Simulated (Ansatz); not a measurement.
Pulling on the Se2–H6 bond in H4SeSi (SMILES [SiH3][SeH]) (multiplicity 1 held, fragments rigid). Energies count from the point at 1.472 Å.
Geometry at that point (charge 0, multiplicity 1):
```xyz
6

Si    -1.4109    -0.5597     0.0508
Se     0.7062     0.3230    -0.0277
H     -1.6337    -1.3177     1.3013
H     -2.3080     0.6138     0.0017
H     -1.6695    -1.4457    -1.1051
H      1.3547    -0.9972     0.0329
```

R- and RO- levels are restricted; in cc, def2 and unpolarised 6-31G sets they are followed outwards from rest. U- levels take the lowest unrestricted solution at each point, which mixes spins at long bonds. Active spaces are followed from a long bond inwards. Curves can end on different states.

Frozen-core correlation. Filled d and f shells under p-block atoms count as core.

Run with Ansatz (a quantum-chemistry and plane-wave program). Each number belongs to the level named beside it.

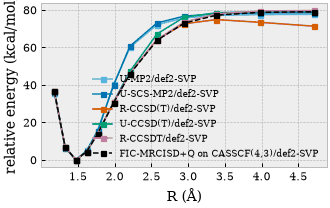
Figure. Relative energy along the coordinate

Doubts at one or more of the structures used: a spin-contaminated determinant (U-MP2/def2-SVP, U-SCS-MP2/def2-SVP, U-CCSD(T)/def2-SVP); a restricted determinant that unrestricted orbitals would lower (R-CCSD(T)/def2-SVP, R-CCSDT/def2-SVP); other coupled-cluster roots lie near (R-CCSD(T)/def2-SVP, R-CCSDT/def2-SVP); T1 above 0.05 (U-CCSD(T)/def2-SVP); active orbitals that take no part (FIC-MRCISD+Q on CASSCF(4,3)/def2-SVP).
